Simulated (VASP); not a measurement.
Band structure of TiGa (space group P4/mmm). These are PBEsol GGA with spin-orbit coupling, VASP's PBE PAW potentials (set 64) (plane waves; VASP 6.6.1) values and carry that method's errors.

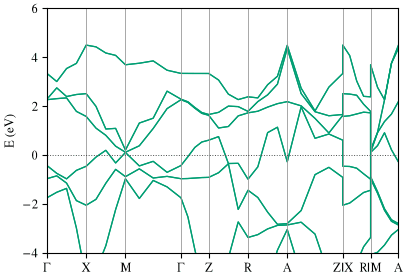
Figure. Bands along high-symmetry lines, zero at the valence-band maximum or, without a gap, the Fermi level

Q: Read the plot: is there a gap, and where are the band edges?

A: It has no gap at this level: it comes out as a metal or semimetal.

The structure comes from a computed database's TiGa entry (P4/mmm); how it stands against other phases isn't given here. It was relaxed first.
